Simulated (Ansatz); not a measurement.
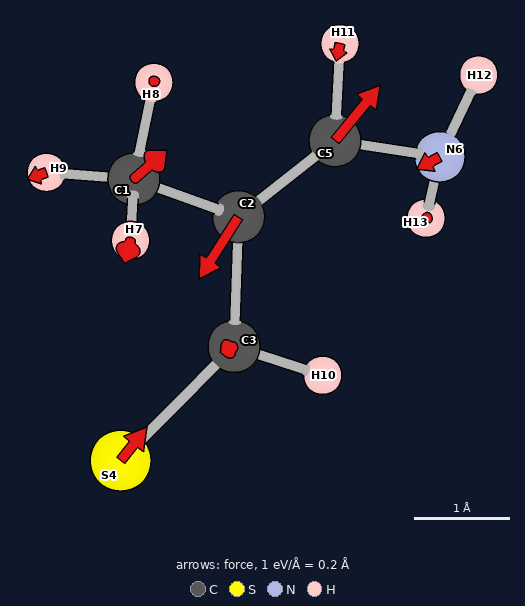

Starting geometry of C4H7NS with the computed forces as red arrows. A ball-and-stick model, seen at a tilt.

The run prepares an end point of a later path (inversion) calculation, from a guessed geometry.

The calculation used Ansatz 0.2.0, RKS r2SCANh/def2-SVP. Settings: no spin polarisation; force threshold 0.015 eV/Å; at most 40 steps.

Q: What follows when this structure is relaxed?

A: It isn't relaxed: the largest force vector, on C2, is 3.96 eV/Å. The final displacements have little in common with the starting forces (cosine between the two patterns 0.23). After 9 geometry steps the energy has fallen by 43.0 kJ/mol. The largest force component goes from 2.8 to 0.002 eV/Å. H13 moves most after the best rigid fit: 0.30 Å. Largest moves by element: H 0.30 Å, S 0.16 Å, N 0.15 Å, C 0.09 Å. Near-neighbour distances that change, for instance: C2–C3 1.488 → 1.427 Å, C3–S4 1.702 → 1.645 Å, C1–H7 1.050 → 1.100 Å, C2–C5 1.330 → 1.379 Å. Among the angles between lasting bonds that change: H7–C1–H9 114.2° → 105.8°, H12–N6–H13 110.5° → 117.6°, C5–N6–H13 114.8° → 121.9°. The run took 60 s on 2 threads of Arm Neoverse V2, with other jobs on the host, peak memory 0.31 GiB.
